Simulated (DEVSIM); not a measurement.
System: Si n-i-p diode, at 250 K.

```tsv
layer (left to right)	material	thickness (μm)	Nd (cm⁻³)	Na (cm⁻³)	τn (s)	τp (s)
1	Si	0.280	1.3e18	-	2.5e-6	2.5e-6
2	Si	1.40	-	8.6e12	2.5e-6	2.5e-6
3	Si	2.30	-	8.2e18	2.5e-6	2.5e-6
```

Left contact: ohmic. Right contact: ohmic. Voltage is applied to the left contact. Recombination: SRH at mid-gap, radiative. Mobility is μmin + (μ − μmin)/(1 + (N/Nref)^α).

The device is made up for the run: typed textbook-type constants, with dimensions and the other settings drawn at random. Values at 300 K; Nc and Nv go as T^1.5, mobilities as T to minus their exponent, the gap by Varshni's rule with the affinity fixed.

```tsv
parameter	Si
gap (eV)	1.124
affinity (eV)	4.05
permittivity	11.7
Nc (cm⁻³)	2.86e19
Nv (cm⁻³)	3.1e19
μn (cm²/Vs)	1417
μp (cm²/Vs)	470
μn,min	52
μp,min	45
Nref,n	9.7e16
Nref,p	2.2e17
αn	0.68
αp	0.72
T exponent of μn	2.3
T exponent of μp	2.2
B (cm³/s)	4.7e-15
Varshni α (eV/K)	0.000473
Varshni β (K)	636
```

Simulated with DEVSIM: 1D drift-diffusion, Boltzmann statistics, complete ionisation; no tunnelling, impact ionisation, image-force lowering or self-heating.

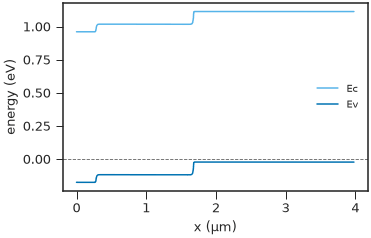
Band edges at -0.9 V on the left contact

Energies count from the Fermi level of the right contact; mesh points crowd at the junctions.

| x (μm) | Ec (eV) | Ev (eV) | n (cm⁻³) | p (cm⁻³) | field (V/cm) |
|---|---|---|---|---|---|
| 0.000 | 0.961 | -0.175 | 1.3e18 | < 1e2 | ≈ 0 |
| 0.03002 | 0.961 | -0.175 | 1.3e18 | 6.7e14 | ≈ 0 |
| 0.08690 | 0.961 | -0.175 | 1.3e18 | 1.9e15 | ≈ 0 |
| 0.1842 | 0.961 | -0.175 | 1.3e18 | 4.1e15 | ≈ 0 |
| 0.2588 | 0.961 | -0.175 | 1.3e18 | 5.7e15 | 110 |
| 0.2831 | 0.992 | -0.144 | 3.0e17 | 2.7e16 | 32000 |
| 0.3192 | 1.018 | -0.118 | 9.2e16 | 8.8e16 | 480 |
| 0.4407 | 1.018 | -0.118 | 9.0e16 | 9.0e16 | ≈ 0 |
| 0.6795 | 1.018 | -0.118 | 9.1e16 | 9.1e16 | ≈ 0 |
| 1.133 | 1.018 | -0.118 | 9.2e16 | 9.2e16 | ≈ 0 |
| 1.455 | 1.018 | -0.119 | 9.3e16 | 9.3e16 | ≈ 0 |
| 1.619 | 1.017 | -0.119 | 9.3e16 | 9.4e16 | 53 |
| 1.667 | 1.032 | -0.105 | 4.9e16 | 1.8e17 | 17000 |
| 1.691 | 1.114 | -0.022 | 1.1e15 | 8.2e18 | 59 |
| 1.763 | 1.114 | -0.022 | 1.0e15 | 8.2e18 | ≈ 0 |
| 1.895 | 1.114 | -0.023 | 9.7e14 | 8.2e18 | ≈ 0 |
| 2.209 | 1.114 | -0.023 | 8.3e14 | 8.2e18 | ≈ 0 |
| 2.876 | 1.113 | -0.023 | 5.2e14 | 8.2e18 | ≈ 0 |
| 3.636 | 1.113 | -0.023 | 1.6e14 | 8.2e18 | ≈ 0 |
| 3.839 | 1.113 | -0.023 | 6.6e13 | 8.2e18 | ≈ 0 |
| 3.933 | 1.113 | -0.023 | 2.2e13 | 8.2e18 | ≈ 0 |
| 3.980 | 1.113 | -0.023 | < 1e2 | 8.2e18 | ≈ 0 |
